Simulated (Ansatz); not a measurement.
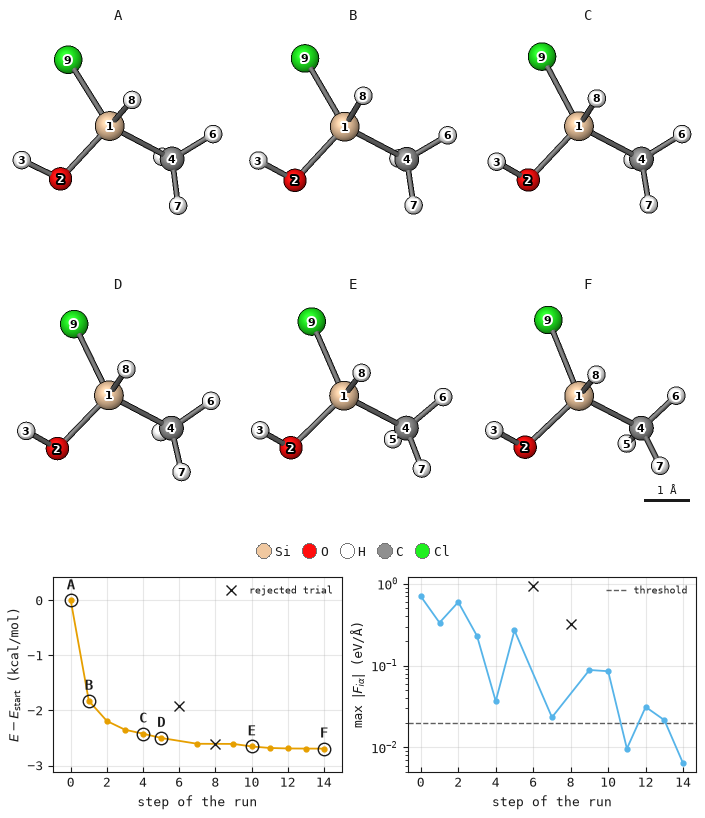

Frames of a relaxation of CH5ClOSi, marked on the history of the run. A ball-and-stick model, seen at a tilt.

The run prepares the start of a later molecular dynamics calculation, from a guessed geometry.

Theory: Ansatz, RKS PBE0-D4/STO-3G.

Input
```yaml
crystal:
  periodic: [false, false, false]
  atoms:
    - { symbol: Si, position_ang: [0.0, 0.0, 0.0] }
    - { symbol: O, position_ang: [0.0, 0.0, 1.68] }
    - { symbol: H, position_ang: [-0.9095, -0.2814, 2.0171] }
    - { symbol: C, position_ang: [1.7634, 0.0, -0.6227] }
    - { symbol: H, position_ang: [2.1111, -1.0463, -0.7509] }
    - { symbol: H, position_ang: [1.8119, 0.5276, -1.5981] }
    - { symbol: H, position_ang: [2.4154, 0.5187, 0.1108] }
    - { symbol: H, position_ang: [-0.6877, 1.1914, -0.4862] }
    - { symbol: Cl, position_ang: [-1.0032, -1.7381, -0.7093] }
basis:
  gaussian: { orbitals: STO-3G }
hamiltonian:
  xc: pbe0
  dispersion: d4
relax:
  f_tol: 0.02
  max_steps: 40
output:
  orbitals: {}
```

Run as
```bash
ansatz run input.yaml --threads 1 --pin off --max-ram 2048MiB --backend cpu --events-out ev --progress --plain --runs-dir out
```

What happens along the run?

Answer. Over 12 accepted moves (14 points after the start) the energy falls by 2.69 kcal/mol. Largest force component: 0.7 eV/Å at the start, 0.0064 eV/Å at the end. The line search rejected the trial steps at points 6, 8 of the run. The forces were under the threshold at step 11, but the run went on from there. The largest move after the best rigid fit is that of H5, 0.43 Å. By element the largest moves are H 0.43 Å, Cl 0.35 Å, O 0.33 Å, Si 0.02 Å, C 0.02 Å. Some distances before and after: C4–H5 1.110 → 1.094 Å, Si1–Cl9 2.128 → 2.116 Å, Si1–C4 1.870 → 1.858 Å, Si1–O2 1.680 → 1.690 Å. Among the angles between lasting bonds that change: H8–Si1–Cl9 109.5° → 104.4°, Si1–O2–H3 109.5° → 105.4°, C4–Si1–H8 109.5° → 113.1°. Groups turn about Si1–C4 by about 35°, Si1–O2 by about 25°. The run took 30 s on 1 thread of Arm Neoverse V2, with other jobs on the host, peak memory 0.14 GiB. From step 0 to 1: H8 moves most (0.13 Å), energy −1.82 kcal/mol. From step 1 to 4: H3 moves most (0.13 Å), energy −0.60 kcal/mol. From step 4 to 5: H atoms move most (0.09 Å), energy −0.08 kcal/mol. From step 5 to 10: H atoms move most (0.18 Å), energy −0.15 kcal/mol. From step 10 to 14: H atoms move most (0.11 Å), energy −0.04 kcal/mol.

```csv
step,"E − E(0), kcal/mol","largest force component, eV/Å",note
0,0.00,0.7031,
1,-1.82,0.3348,
2,-2.19,0.5974,
3,-2.35,0.2309,
4,-2.42,0.0368,
5,-2.50,0.2693,
6,-1.92,0.9495,rejected
7,-2.61,0.0234,
8,-2.60,0.3182,rejected
9,-2.61,0.0884,
10,-2.65,0.0854,
11,-2.68,0.0097,
12,-2.69,0.0313,
13,-2.69,0.0216,
14,-2.69,0.0064,
```

Limits of the set-up: STO-3G is a minimal basis, so the numbers are rough.
